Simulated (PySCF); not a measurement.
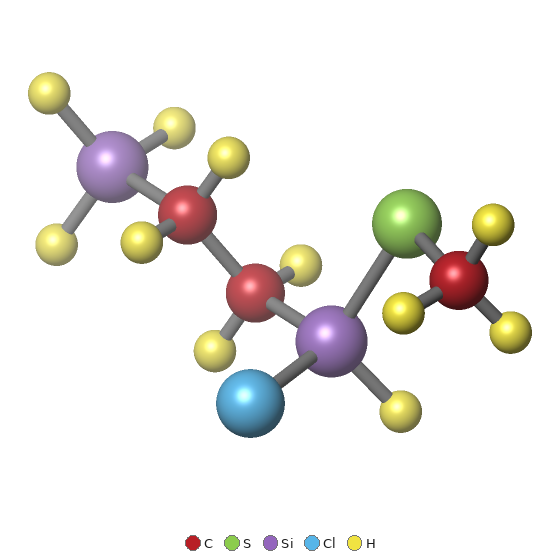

The molecule: C₃H₁₁ClSSi₂, SMILES CS[Si@@H](Cl)CC[SiH3].

Vertical TDDFT excitations, B3LYP/def2-SVPD in PySCF 2.14.0, at a GFN2-xTB geometry (no frequency check), gas phase.

> What does its absorption spectrum look like?

The lowest singlet lies at 5.35 eV (232 nm, f = 0.003); the brightest of the first 8 is S2 at 6.02 eV (206 nm), f = 0.023, mainly HOMO → LUMO+1 (81 %). No singlet lies below 3.1 eV (beyond 400 nm), so at this level no vertical transition falls in the visible.


| state | E (eV) | λ (nm) | f | main character |
| --- | --- | --- | --- | --- |
| S1 | 5.35 | 232 | 0.003 | HOMO → LUMO (97 %) |
| S2 | 6.02 | 206 | 0.023 | HOMO → LUMO+1 (81 %) |
| S3 | 6.30 | 197 | 0.022 | HOMO → LUMO+2 (77 %) |
| S4 | 6.48 | 191 | 0.004 | HOMO → LUMO+3 (94 %) |
| S5 | 6.76 | 183 | 0.002 | HOMO−1 → LUMO (89 %) |
| S6 | 6.85 | 181 | 0.004 | HOMO → LUMO+4 (63 %) |
| S7 | 6.88 | 180 | 0.004 | HOMO → LUMO+5 (79 %) |
| S8 | 7.01 | 177 | 0.008 | HOMO−1 → LUMO+1 (94 %) |

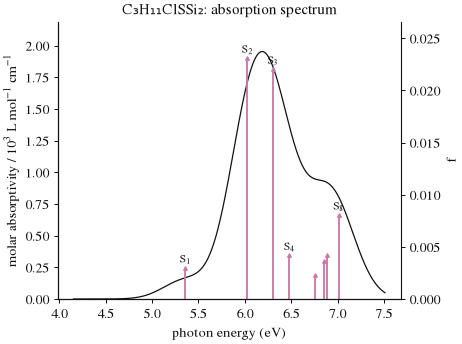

The lowest 8 singlet states are shown; each is broadened by a Gaussian of 1/e half-width 0.33 eV. Sticks give oscillator strengths (right axis).

Known limits of this run: states above the negative HOMO energy depend on the basis; the tight-binding geometry is rougher than a DFT one and adds to the error; one conformer of a flexible molecule; core orbitals are frozen in the response.
